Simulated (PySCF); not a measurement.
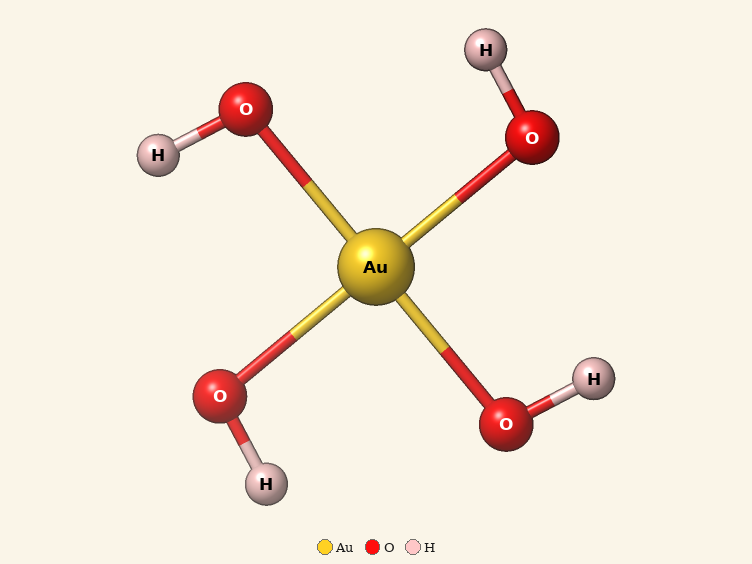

All atoms lie in one plane, which faces the viewer. The species has charge −1 and is a spin singlet. Computed geometry: PBE0-D3(BJ)/def2-SVP optimisation. No frequency run is at hand to confirm it as a minimum.

Question: Which symmetry elements does this geometry have?

Answer: It has 1 C4 axis, 1 S4 axis, 1 mirror plane and a centre of inversion, so the point group is C4h. The group has 8 operations. The geometry is achiral, and symmetry forbids a dipole moment.
